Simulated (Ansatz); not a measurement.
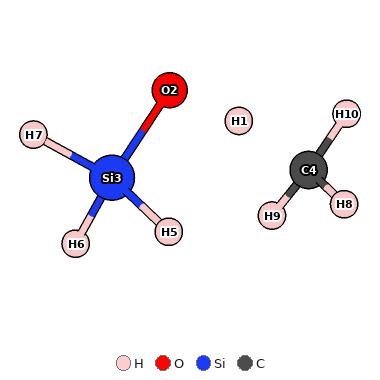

The system is the reacting system CH₇OSi (fragments H₄OSi + CH₃ where the first distance is long, CH₄ + H₃OSi where the second is long), spin multiplicity 2; the picture shows the reference structure. 
- The first coordinate is: distance H1–C4 (bond that forms); the second: distance H1–O2 (bond that breaks).
- Relaxed at each point: all other coordinates.
- The scan uses a 10 × 10 grid.
- Points are written as (first, second).
- All energies are given in kcal/mol relative to the lowest grid point.
- In part of the range the unrestricted reference is strongly spin-contaminated.
- Computed with Ansatz 0.2.0, UKS PBE0-D4/def2-SVP.

Its coordinates:

```xyz
10

H     0.2840   -0.8848   -0.0957
O     0.6462   -0.2182   -1.1212
Si    0.1449    1.3668   -0.9638
C    -0.2100   -1.3936    1.1013
H     0.7367    2.0483    0.2315
H    -1.3437    1.4993   -0.8640
H     0.6163    2.0529   -2.2030
H     0.3214   -0.8197    1.8669
H    -1.2871   -1.2090    1.0394
H     0.0913   -2.4422    1.0086
```

Range: distance H1–C4 (bond that forms) from 0.963 to 2.463 Å; distance H1–O2 (bond that breaks) from 0.873 to 2.373 Å.

What landscape does the calculation give?

Answer. The lowest grid point is at (2.258 Å, 0.969 Å). The highest grid point, (0.963 Å, 0.873 Å), lies 110 kcal/mol above the lowest. On the interpolated surface the lowest path from the side where the first distance is long, (2.258 Å, 0.969 Å), to the side where the second distance is long, about (1.11 Å, 2.20 Å), has its top at about (1.21 Å, 1.33 Å), about 13 kcal/mol above the start and 2.9 kcal/mol above the end.

| second ↓, first → | 0.963 | 1.059 | 1.192 | 1.343 | 1.507 | 1.682 | 1.867 | 2.059 | 2.258 | 2.463 |
| --- | --- | --- | --- | --- | --- | --- | --- | --- | --- | --- |
| 2.373 | 20 | 11 | 13 | 25 | 42 | 60 | 78 | 93 | 103 | 109 |
| 2.168 | 20 | 11 | 13 | 25 | 41 | 59 | 76 | 90 | 99 | 105 |
| 1.969 | 21 | 11 | 13 | 24 | 40 | 57 | 73 | 85 | 93 | 99 |
| 1.777 | 22 | 12 | 13 | 23 | 38 | 53 | 66 | 76 | 83 | 88 |
| 1.592 | 25 | 14 | 13 | 21 | 33 | 46 | 56 | 63 | 68 | 71 |
| 1.417 | 30 | 17 | 13 | 18 | 26 | 34 | 40 | 44 | 47 | 49 |
| 1.253 | 39 | 22 | 14 | 13 | 16 | 19 | 22 | 24 | 26 | 27 |
| 1.102 | 54 | 32 | 17 | 10 | 7 | 7 | 7 | 7 | 8 | 9 |
| 0.969 | 78 | 51 | 28 | 14 | 7 | 3 | 1 | 0 | 0 | 0 |
| 0.873 | 110 | 77 | 48 | 30 | 18 | 12 | 9 | 7 | 7 | 6 |

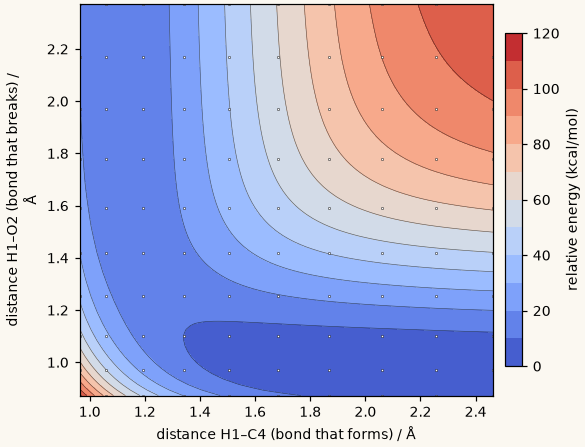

Drawn: filled contours, dots at the grid points. Between grid points the surface is interpolated.

Each point was launched as `ansatz run input.yaml --threads 1 --pin off --max-ram 2560MiB --backend cpu --events-out ev --progress --plain --runs-dir out`. The whole map (100 points run) took 36 min on 1 thread of Intel(R) Xeon(R) 6975P-C (Granite Rapids), on a shared host.
